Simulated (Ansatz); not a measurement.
Process, species as SMILES: O=[O+][O-] → O3- (doublet, bonded as [O+](=O)[O-]) (an electron is taken up)
B3LYP-D3(BJ)/def2-TZVP geometries, fixed; electronic energies without zero-point terms; positive where energy is released.
Largest species:
```xyz
3

O     -0.0102     1.0756    -0.2169
O      0.0093     0.0011     0.4285
O      0.0009    -1.0767    -0.2116
```
Charge 0, spin multiplicity 1.

Basis-set convergence of the adiabatic electron affinity at r2SCAN with Ansatz (a program for electronic structure). Cartesian d functions, on some or all atoms, in 6-31G**, 6-31+G*; all else is spherical. The program fits the integrals of some runs and decomposes those of others, by size. Open shells are unrestricted. No added dispersion term, no relativity. Functions are those of the species that has most. Reference: the value in aug-pcseg-3, 2.343 eV, itself unsure by roughly 0.002 eV (its mean distance from aug-cc-pVQZ, def2-QZVPPD). Deviations are taken from unrounded values.

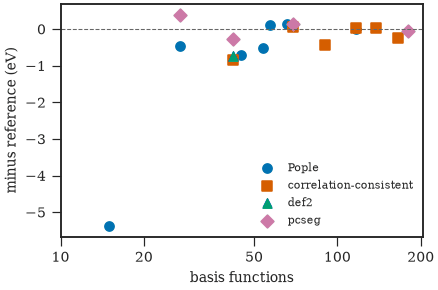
Fig. 1. Deviation from the reference against the number of basis functions, by family of sets.

```json
[
 {"basis": "STO-3G", "functions": "15", "adiabatic electron affinity (eV)": "-3.038", "minus reference (eV)": "-5.380"},
 {"basis": "3-21G", "functions": "27", "adiabatic electron affinity (eV)": "1.873", "minus reference (eV)": "-0.469"},
 {"basis": "pcseg-0", "functions": "27", "adiabatic electron affinity (eV)": "2.736", "minus reference (eV)": "0.393"},
 {"basis": "cc-pVDZ", "functions": "42", "adiabatic electron affinity (eV)": "1.502", "minus reference (eV)": "-0.840"},
 {"basis": "def2-SVP", "functions": "42", "adiabatic electron affinity (eV)": "1.617", "minus reference (eV)": "-0.726"},
 {"basis": "pcseg-1", "functions": "42", "adiabatic electron affinity (eV)": "2.075", "minus reference (eV)": "-0.267"},
 {"basis": "6-31G**", "functions": "45", "adiabatic electron affinity (eV)": "1.627", "minus reference (eV)": "-0.715"},
 {"basis": "6-311G**", "functions": "54", "adiabatic electron affinity (eV)": "1.830", "minus reference (eV)": "-0.512"},
 {"basis": "6-31+G*", "functions": "57", "adiabatic electron affinity (eV)": "2.464", "minus reference (eV)": "0.121"},
 {"basis": "6-311+G**", "functions": "66", "adiabatic electron affinity (eV)": "2.470", "minus reference (eV)": "0.127"},
 {"basis": "aug-cc-pVDZ", "functions": "69", "adiabatic electron affinity (eV)": "2.389", "minus reference (eV)": "0.047"},
 {"basis": "aug-pcseg-1", "functions": "69", "adiabatic electron affinity (eV)": "2.470", "minus reference (eV)": "0.128"},
 {"basis": "cc-pVTZ", "functions": "90", "adiabatic electron affinity (eV)": "1.913", "minus reference (eV)": "-0.430"},
 {"basis": "6-311++G(3df,3pd)", "functions": "117", "adiabatic electron affinity (eV)": "2.337", "minus reference (eV)": "-0.006"},
 {"basis": "jun-cc-pV(T+d)Z", "functions": "117", "adiabatic electron affinity (eV)": "2.372", "minus reference (eV)": "0.030"},
 {"basis": "aug-cc-pVTZ", "functions": "138", "adiabatic electron affinity (eV)": "2.372", "minus reference (eV)": "0.030"},
 {"basis": "cc-pVQZ", "functions": "165", "adiabatic electron affinity (eV)": "2.087", "minus reference (eV)": "-0.256"},
 {"basis": "pcseg-3", "functions": "180", "adiabatic electron affinity (eV)": "2.298", "minus reference (eV)": "-0.045"}
]
```
